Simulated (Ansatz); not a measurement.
# BCl3 (boron trichloride): levels of theory compared

We compute a comparison of 6 runs (HF/STO-3G, HSE06/STO-3G, UPBE/STO-3G, r2SCAN0/STO-3G, UMP2/STO-3G, CCSD/STO-3G) of BCl3 (boron trichloride). 

The calculation is run with Ansatz 0.2.0.

37 further runs of the same task are left out: 4 that didn't finish, 33 set aside as unsound or not needed.

### Step 1. The system as given

The species is BCl3 (4 atoms), meant as a singlet with charge 0. As SMILES, `ClB(Cl)Cl`. The Cl4–B2 distance was set to 2.606 Å, away from the relaxed value. At this shape a bond of the SMILES string is far longer than usual.

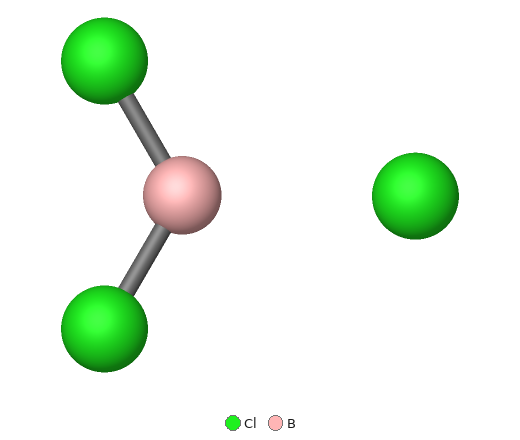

The structure, seen from a chosen angle (chlorine green, boron pink).

### Step 2. The energy at HF/STO-3G (run 1)

run.yaml reads:

```yaml
crystal:
  periodic: [false, false, false]
  atoms:
    - {symbol: Cl, position_ang: [0.084139, 0.063123, 2.295513]}
    - {symbol: B, position_ang: [0.342059, -0.453317, 0.657163]}
    - {symbol: Cl, position_ang: [1.284069, -1.876377, 0.333173]}
    - {symbol: Cl, position_ang: [-0.684100, 0.906610, -1.314320]}
basis:
  gaussian:
    orbitals: STO-3G
hamiltonian:
  xc: hf
accuracy: high
```

The run is started by

```console
$ ansatz run run.yaml --threads 1 --pin off --max-ram 3480MiB --events-out events.jsonl --progress --plain --runs-dir runs
```

The program printed:

```text
Warning: RAYON_NUM_THREADS=1 ignored (pool sized by the plan → 1); use --threads N
Functional definition: HF
  name "HF"
  exchange = exact_x
  correlation = 0
583 factors; integrals over basis functions are off by at most 1.6e-8 eV
mean field evaluation 1: about -37765.5851 eV, gradient 3.1e1 eV
mean field evaluation 2: about -37765.6191 eV, gradient 3.1e1 eV
mean field evaluation 4: about -37771.5558 eV, gradient 1.8e0 eV
mean field evaluation 8: about -37771.5788 eV, gradient 7.2e-2 eV
mean field -37771.57880256 eV, -1388.0799184985 hartree, gradient 2.8e-8 eV, S^2 0.000000; 0 other end points of the search recorded, 0 dependent functions left out
reference -37771.57880256 eV, -1388.0799184985 hartree; 28, 28 occupied and 4, 4 virtual orbitals, 583 factors
Total energy: -37771.57880256 eV, -1388.0799184985 hartree
```

Run time: 0.22 s. Hardware: 1 thread of Arm Neoverse V2, shared host.

### Step 3. The energy at HSE06/STO-3G (run 2)

input.yaml reads:

```yaml
crystal:
  periodic: [false, false, false]
  atoms:
    - {symbol: Cl, position_ang: [0.084139, 0.063123, 2.295513]}
    - {symbol: B, position_ang: [0.342059, -0.453317, 0.657163]}
    - {symbol: Cl, position_ang: [1.284069, -1.876377, 0.333173]}
    - {symbol: Cl, position_ang: [-0.684100, 0.906610, -1.314320]}
basis:
  gaussian:
    orbitals: STO-3G
hamiltonian:
  xc: hse06
accuracy: high
```

The run is started by

```console
$ ansatz run input.yaml --threads 1 --pin off --max-ram 3480MiB --events-out events.jsonl --progress --plain --runs-dir runs
```

The program printed:

```text
Warning: RAYON_NUM_THREADS=1 ignored (pool sized by the plan → 1); use --threads N
Functional definition: HSE06
  name "HSE06"
  parameter a = 0.25
  parameter omega = 0.11/bohr
  exchange = pbe_x - a*pbe_x_sr(omega) + a*exact_x_sr(omega)
  correlation = pbe_c
583 factors; integrals over basis functions are off by at most 1.6e-8 eV
72 factors; integrals over basis functions are off by at most 1.5e-9 eV
mean field evaluation 1: about -37808.3251 eV, gradient 3.1e1 eV
mean field evaluation 2: about -37721.1542 eV, gradient 9.7e1 eV
mean field evaluation 4: about -37814.2461 eV, gradient 2.5e0 eV
mean field evaluation 8: about -37814.2572 eV, gradient 1.1e-1 eV
mean field evaluation 16: about -37814.2573 eV, gradient 2.3e-6 eV
mean field -37814.25730586 eV, -1389.6483245663 hartree, gradient 4.7e-9 eV, S^2 0.000000; 0 other end points of the search recorded, 0 dependent functions left out
reference -37814.25730765 eV, -1389.6483246318 hartree; 28, 28 occupied and 4, 4 virtual orbitals, 583 factors
Total energy: -37814.25730765 eV, -1389.6483246318 hartree
```

Wall time 1.8 s (1 thread of Arm Neoverse V2, shared host); peak memory 0.12 GiB.

Runs 3 to 5 aren't shown in full; the table further down has their settings and results.

### Step 4. A single-point energy at CCSD/STO-3G (run 6)

run.yaml reads:

```yaml
crystal:
  periodic: [false, false, false]
  atoms:
    - symbol: Cl
      position_ang: [0.084139, 0.063123, 2.295513]
    - symbol: B
      position_ang: [0.342059, -0.453317, 0.657163]
    - symbol: Cl
      position_ang: [1.284069, -1.876377, 0.333173]
    - symbol: Cl
      position_ang: [-0.684100, 0.906610, -1.314320]
basis:
  gaussian: {orbitals: STO-3G}
correlation: {method: ccsd, frozen_orbitals: {B: 1, Cl: 5}}
accuracy: high
scf: {omitted_lower_state_checks: [cluster_reference, increment]}
```

The run is started by

```console
$ ansatz run run.yaml --threads 1 --pin off --max-ram 3480MiB --events-out events.jsonl --progress --plain --runs-dir runs
```

The program printed:

```text
Warning: RAYON_NUM_THREADS=1 ignored (pool sized by the plan → 1); use --threads N
[... 4 set-up lines as earlier in the session ...]
these checks for a lower state are left out or cut short: cluster_reference, increment
583 factors; integrals over basis functions are off by at most 1.6e-8 eV
mean field evaluation 1: about -37765.5851 eV, gradient 3.1e1 eV
mean field evaluation 2: about -37765.6191 eV, gradient 3.1e1 eV
mean field evaluation 4: about -37771.5558 eV, gradient 1.8e0 eV
mean field evaluation 8: about -37771.5788 eV, gradient 7.2e-2 eV
mean field -37771.57880256 eV, -1388.0799184985 hartree, gradient 2.8e-8 eV, S^2 0.000000; 0 other end points of the search recorded, 0 dependent functions left out; unrestricted orbitals would lower it
16 core orbitals not correlated: weight in the atoms' cores, before any rotation towards them, 1.000 or more for the frozen orbitals, at most 0.000 for the correlated occupied ones
reference -37771.57880256 eV, -1388.0799184985 hartree; 12, 12 occupied and 4, 4 virtual orbitals, 583 factors
second order -2.29939842 eV of doubles, -0.00000000 eV of singles
cycle   1  -2.52165352 eV  change   -2.2e-1 eV  update   1.2e-1
cycle   2  -2.80055690 eV  change   -2.8e-1 eV  update   4.7e-2
cycle   3  -2.90264657 eV  change   -1.0e-1 eV  update   2.6e-2
cycle   4  -2.90817608 eV  change   -5.5e-3 eV  update   7.0e-3
cycle   5  -2.90976492 eV  change   -1.6e-3 eV  update   2.9e-3
cycle   6  -2.91091287 eV  change   -1.1e-3 eV  update   1.1e-3
cycle   7  -2.91088809 eV  change    2.5e-5 eV  update   5.2e-4
cycle   8  -2.91092779 eV  change   -4.0e-5 eV  update   2.2e-4
cycle   9  -2.91103216 eV  change   -1.0e-4 eV  update   5.9e-5
cycle  10  -2.91102745 eV  change    4.7e-6 eV  update   1.8e-5
cycle  11  -2.91101375 eV  change    1.4e-5 eV  update   6.4e-6
cycle  12  -2.91101281 eV  change    9.4e-7 eV  update   1.7e-6
cycle  13  -2.91101299 eV  change   -1.8e-7 eV  update   5.2e-7
cycle  14  -2.91101375 eV  change   -7.6e-7 eV  update   2.1e-7
cycle  15  -2.91101373 eV  change    1.7e-8 eV  update   4.5e-8
cycle  16  -2.91101106 eV  change    2.7e-6 eV  update   5.8e-7
cycle  17  -2.91101002 eV  change    1.0e-6 eV  update   2.8e-7
cycle  18  -2.91100986 eV  change    1.6e-7 eV  update   8.4e-8
cycle  19  -2.91100982 eV  change    4.3e-8 eV  update   2.6e-8
cycle  20  -2.91100982 eV  change   -2.8e-9 eV  update   7.8e-9
cycle  21  -2.91100982 eV  change   -2.0e-9 eV  update   3.7e-9
cycle  22  -2.91100982 eV  change  -2.1e-10 eV  update   1.8e-9
Total energy: -37774.48981238 eV, -1388.1868961363 hartree
Checks for a lower state left out: cluster_reference, increment
```

It took 0.32 s on 1 thread of Arm Neoverse V2, shared host.

### Step 5. Overview of the runs

```
run           level  frozen core orbitals   energy (Eh)  wall time
  1       HF/STO-3G                     –  -1388.079918     0.22 s
  2    HSE06/STO-3G                     –  -1389.648325      1.8 s
  3     UPBE/STO-3G                     –  -1389.468770      2.5 s
  4  r2SCAN0/STO-3G                     –  -1390.103449      4.2 s
  5     UMP2/STO-3G                    16  -1388.151533      1.2 s
  6     CCSD/STO-3G                    16  -1388.186896     0.32 s
```

### Step 6. Outcome

| quantity | value |
| --- | --- |
| run 6: total energy | -1388.18690 Eh |
| run 6: correlation energy (16 core orbitals frozen) | -107.0 mEh |
| run 6: T1 diagnostic | 0.021 |

Below the HF energy at the same shape and in the same basis (STO-3G): UMP2 -71.6 mEh; CCSD -107.0 mEh. Some of these start from another determinant than that one, so these aren't their correlation energies. Totals of different functionals can't be ranked against each other. In run 6 the log says that unrestricted orbitals would lower the reference, so the values rest on an unstable closed-shell determinant (other closed-shell runs at this shape may share the fault). In runs 1, 2, 3, 4, 5, 6 the basis is minimal, so the values are rough. Spin contamination of the reference: run 5 ⟨S²⟩ = 0.61. Where it is this large, the reference is a mixture of spin states, and values that rest on it are in doubt. All runs together took 10 s, the longest 4.2 s.
